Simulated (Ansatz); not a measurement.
# Cl₃HSi···Cl···H: what the fields show

The calculation's input:

```
crystal:
  periodic: [false, false, false]
  atoms:
    - {symbol: Si, position_ang: [0.071459, 0.394297, 0.035307]}
    - {symbol: Cl, position_ang: [-1.619765, -1.226145, -0.581158]}
    - {symbol: Cl, position_ang: [0.021406, 1.194933, -1.819054]}
    - {symbol: Cl, position_ang: [-1.124513, 1.130473, 1.487942]}
    - {symbol: Cl, position_ang: [1.940448, 1.008238, 0.697392]}
    - {symbol: H, position_ang: [-0.061949, -1.400150, -0.056626]}
    - {symbol: H, position_ang: [0.772915, -1.101646, 0.236196]}
basis:
  gaussian: {orbitals: def2-TZVPP}
hamiltonian: {xc: pbe0, dispersion: d4}
output: {orbitals: {seedname: orbitals}}
```

Command:

```sh
ansatz run in.yaml --threads 4 --pin off --events-out ev --progress --plain --max-ram 9574MiB
```

A transition-state structure; geometry: PBE0-D4/def2-TZVP.

All numbers below come from Ansatz, RKS PBE0-D4/def2-TZVPP.

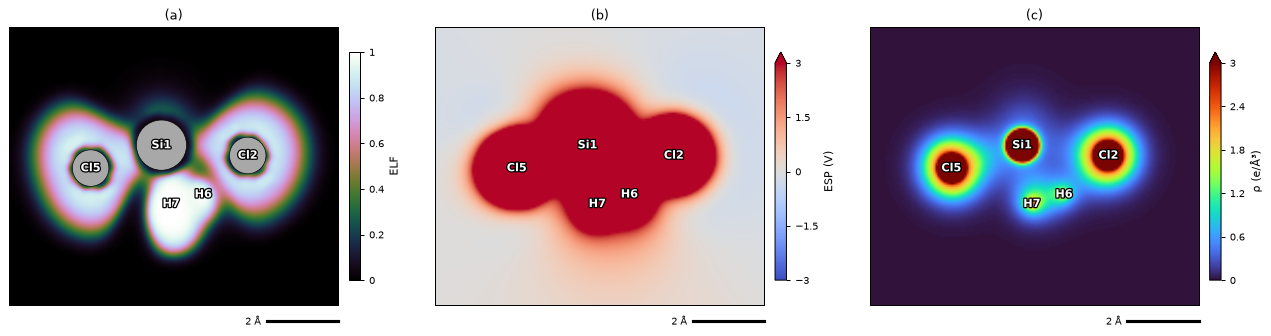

Figure 1. (a) ELF; (b) electrostatic potential; (c) electron density on the plane of atoms Cl5, Si1 and H7. Grey discs cover the atomic cores in the ELF map.

What does the map show?

Atoms in the plane: Si, Cl and H.
H6···H7 (0.93 Å): the density falls to about 1.1 e/Å³ on the way; the ELF is about 1 at the midpoint.
Si–H (1.66 Å): ρ at the midpoint is about 0.55 e/Å³; the ELF climbs to about 1 towards the hydrogen, as it does in any bond to H.
Si–Cl (2.08 Å): ρ is about 0.9 e/Å³ halfway; the ELF peaks at about 0.85 between the atoms; a shared but strongly polarised pair.
The ELF also peaks beside Cl5, away from the bonds: lone-pair regions.
Outside the dense part of the complex the potential is most negative (−0.3 V) near Cl2.

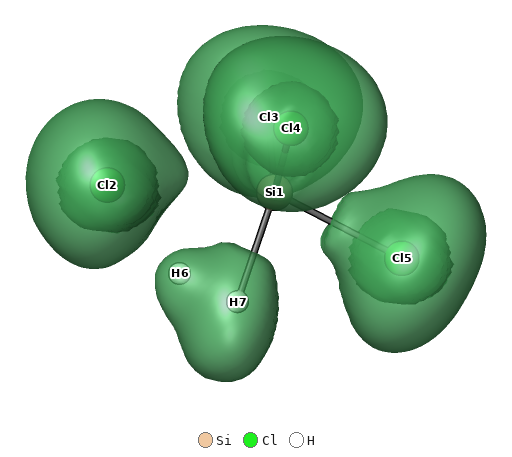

Figure 2. Isosurface of the electron localisation function at 0.75 (green), seen at an oblique angle. Core shells and regions of very low density are left out.

Describe the localisation domains.

The ELF exceeds this value in three regions on Cl in which the atom's valence shell and bonds are merged, one region wrapped around Cl (its valence shell) and one joined region spread over several atoms (H, Si), in which their bonds and any lone pairs are merged.


 Si–Cl (2.02 Å): the ELF peaks at about 0.90 between the atoms, as expected for a shared but strongly polarised pair.

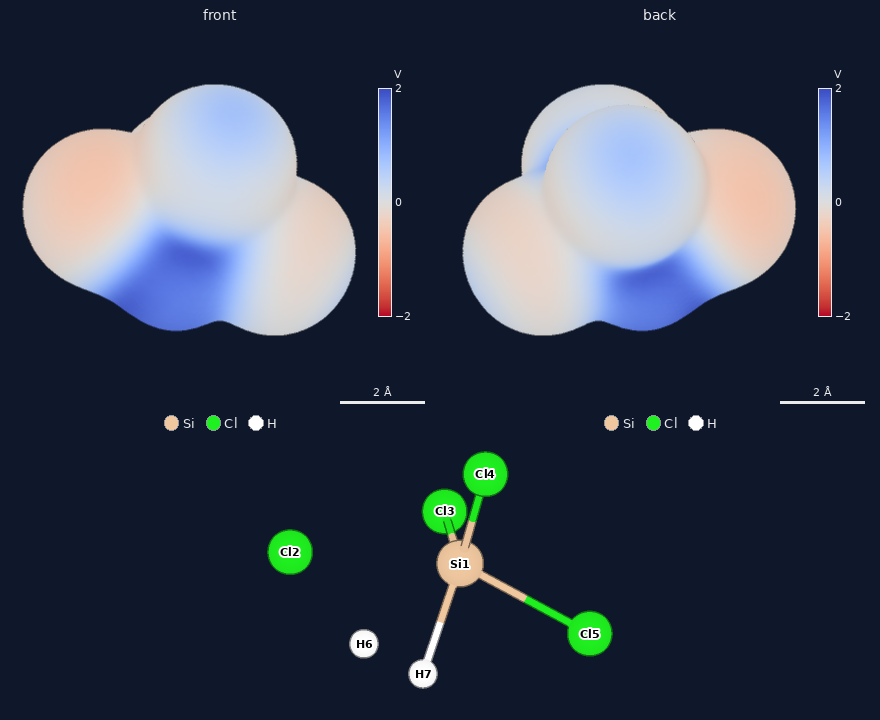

Figure 3. The electrostatic potential painted on the density surface at 0.002 e/bohr³, seen from the front and from behind; red is negative and blue positive. The bare structure is drawn below in the same view.

Which sites attract a positive test charge, and which a negative one?

A positive charge is drawn to the negative regions and a negative charge to the positive ones. The most negative region (about −0.5 V) lies over Cl2, the most positive (about +1.8 V) over the gap between the two molecules, near H6 and H7. Cl3 shows a σ-hole: about +0.7 V at the tip opposite its bond, against about 0.0 V on its flanks. Cl4 shows a σ-hole: about +0.7 V at the tip opposite its bond, against about 0.0 V on its flanks. Cl5 shows a σ-hole: about +0.4 V at the tip opposite its bond, against about −0.1 V on its flanks.

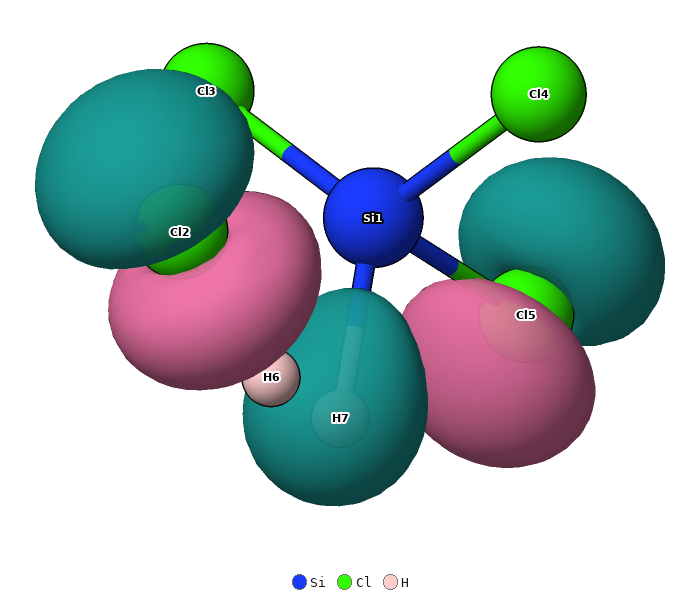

Figure 4. The HOMO at ±0.15 Å⁻³ᐟ² (teal and pink are the two phases), seen at an oblique angle.

Where does this orbital lie, and at what energy?

Its weight (Hirshfeld) is mainly on Cl2 (about 45 %), Cl5 (about 35 %) and H7 (about 10 %); largely a combination of lone pairs on Cl2 and Cl5. Its energy is −8.89 eV.
